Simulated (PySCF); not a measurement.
## Run report: C4H5F2S (charge −1), NMR shielding calculation

System: C4H5F2S, charge −1.
Method: GIAO PBE0/pcSseg-1 NMR shielding, non-relativistic, gas phase (PySCF 2.14.0).

The geometry comes from this level: GFN2-xTB, MD frame at 250 fs, 300 K. It belongs to a series of runs on one base structure; here: MD frame at 250 fs, 300 K. Figures and captions count atoms from 1; the log counts them from 0 in places.

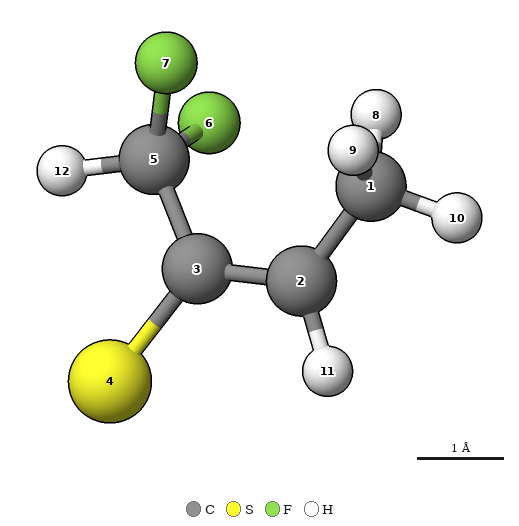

The structure (ball-and-stick view, seen at a tilt; atoms are numbered from 1 in the order of the input). Bond lengths as drawn: C–C 1.37 to 1.45 Å, C–F 1.38 to 1.42 Å, C–H 1.04 to 1.12 Å and C–S 1.72 Å.

### Results in brief

| quantity | value |
| --- | --- |
| outcome | converged |
| total energy | −752.760095 hartree |
| HOMO | −0.20 eV |
| LUMO | 4.27 eV |
| isotropic shielding, C | 17.5 to 178.6 ppm |
| isotropic shielding, S | 369.9 ppm |
| isotropic shielding, F | 282.6 to 296.3 ppm |
| isotropic shielding, H | 24.1 to 31.2 ppm |
| hardware | 1 CPU thread, shared host |
| wall time | 23 s |
| peak memory | 0.71 GiB |

### Input
```
{"job": {"kind": "nmr", "xc": "PBE0", "basis": "pcSseg-1", "pop": false}, "charge": -1, "multiplicity": 1}
C     -1.915800    -0.318000     0.228900
C     -1.097200     0.778000    -0.226600
C      0.251700     0.851100    -0.030100
S      1.209800     2.206500    -0.467900
C      1.047200    -0.267000     0.447300
F      1.247200    -1.257900    -0.551300
F      0.579500    -1.043900     1.486600
H     -1.537700    -1.281800     0.130000
H     -2.268400    -0.290900     1.246800
H     -2.814600    -0.294600    -0.354400
H     -1.501200     1.643500    -0.777100
H      2.069300     0.112400     0.692000
```

The first line tells a small driver script what to run in PySCF; the rest is the geometry in Å.

Run as:
```bash
OMP_NUM_THREADS=1 python <driver script> task.json out
```

### Output
```
coarse grid: 11240 points
cycle   1  E = -752.5726640749  dE =  8.770e-01  |g| = 7.736e-01  |ddm| = 3.252e+00
cycle   2  E = -752.5011897084  dE =  7.147e-02  |g| = 1.057e+00  |ddm| = 1.781e+00
cycle   3  E = -752.6987738118  dE = -1.976e-01  |g| = 1.269e-01  |ddm| = 9.765e-01
cycle   4  E = -752.7022532297  dE = -3.479e-03  |g| = 4.707e-02  |ddm| = 2.122e-01
cycle   5  E = -752.7027505234  dE = -4.973e-04  |g| = 1.613e-02  |ddm| = 8.538e-02
cycle   6  E = -752.7028205090  dE = -6.999e-05  |g| = 4.952e-03  |ddm| = 2.942e-02
cycle   7  E = -752.7028252322  dE = -4.723e-06  |g| = 2.334e-03  |ddm| = 7.094e-03
final grid: 106648 points
cycle   8  E = -752.7600739362  dE = -3.208e-05  |g| = 9.597e-03  |ddm| = 2.742e-02
cycle   9  E = -752.7600408390  dE =  3.310e-05  |g| = 1.539e-02  |ddm| = 2.535e-02
cycle  10  E = -752.7600948435  dE = -5.400e-05  |g| = 9.023e-04  |ddm| = 1.779e-02
cycle  11  E = -752.7600950263  dE = -1.828e-07  |g| = 2.956e-04  |ddm| = 1.536e-03
cycle  12  E = -752.7600950455  dE = -1.916e-08  |g| = 8.889e-05  |ddm| = 3.533e-04
cycle  13  E = -752.7600950465  dE = -1.006e-09  |g| = 5.236e-05  |ddm| = 1.350e-04
cycle  14  E = -752.7600950473  dE = -7.858e-10  |g| = 8.000e-06  |ddm| = 7.286e-05
```

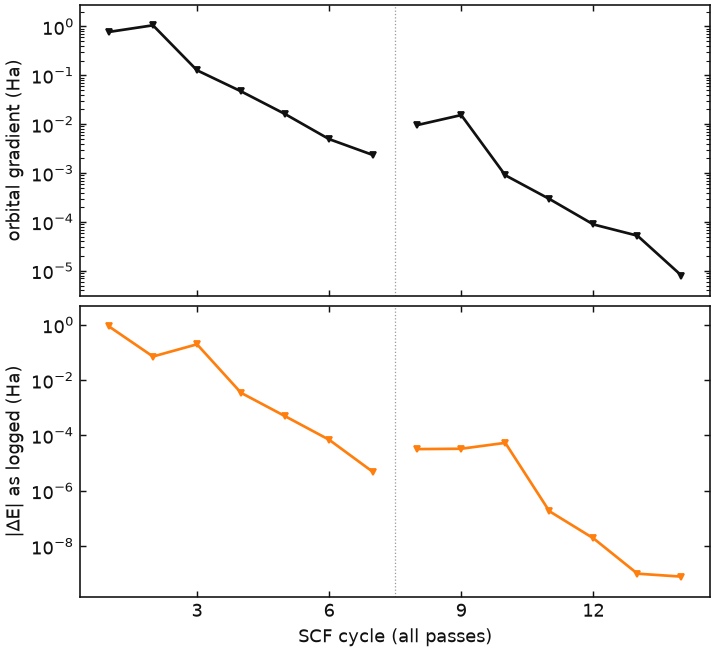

Convergence of the self-consistent field: orbital gradient and size of the energy change against the SCF cycle. The dotted line marks the change from a coarse to the final integration grid. The first 7 cycles use a coarse grid, the final grid takes over at cycle 8, and the field converges after 14 cycles in all.

```
converged SCF energy = -752.7600950473

GIAO shielding tensors (ppm)
atom      isotropic    diamagn.    paramagn.     s11        s22        s33       span
  0 C      178.574     243.734     -65.161    161.237    179.936    194.548     33.312
  1 C       73.083     250.811    -177.728    -41.360    123.354    137.256    178.616
  2 C       17.525     258.319    -240.794    -99.347     17.192    134.730    234.077
  3 S      369.929    1057.610    -687.680    217.593    392.117    500.079    282.486
  4 C       51.557     234.997    -183.441     39.509     52.415     62.747     23.238
  5 F      282.571     476.991    -194.420    157.284    327.270    363.160    205.876
  6 F      296.345     476.250    -179.905    214.011    317.853    357.170    143.159
  7 H       30.759      31.582      -0.822     26.321     31.334     34.622      8.301
  8 H       30.494      29.074       1.420     26.336     27.862     37.284     10.948
  9 H       31.211      28.936       2.275     26.408     29.551     37.672     11.264
 10 H       25.258      31.942      -6.684     21.373     25.530     28.870      7.497
 11 H       24.124      27.657      -3.533     19.295     24.107     28.970      9.675
```

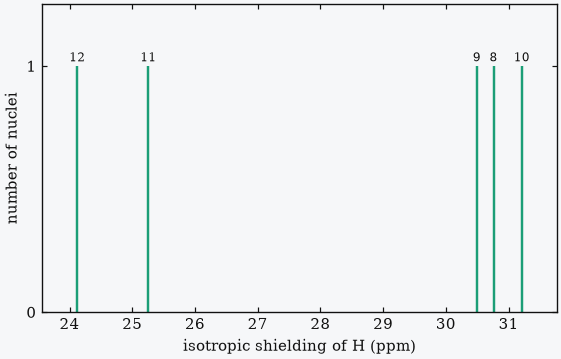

Isotropic shieldings of the hydrogen nuclei in this fixed geometry, labelled by atom number; shielding grows to the right, so chemical shift grows to the left. The least shielded is H12 (24.1 ppm), the most shielded H10 (31.2 ppm).
